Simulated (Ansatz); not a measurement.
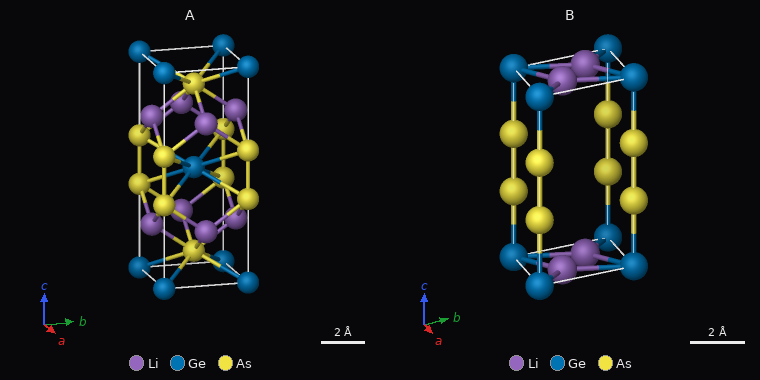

Two structures of Li2GeAs2, each relaxed to rest (conventional cells in solid outline, small ones repeated, not to one scale). Method: DFT PBE, scalar-relativistic, plane waves, PAW (Ansatz), without spin polarisation.

Question: Give the type and space group of each.

Answer: A: ThCr₂Si₂ type, I4/mmm. B: 5 atoms a cell on a primitive hexagonal lattice, P6/mmm.

Question: Which polymorph is favoured?

Answer: A is lower, by 364 meV/atom at this level of theory (energies at zero smearing). Volumes: A 18.4, B 28.1 Å³/atom.

One or both may be structure types tried for this composition rather than known phases.
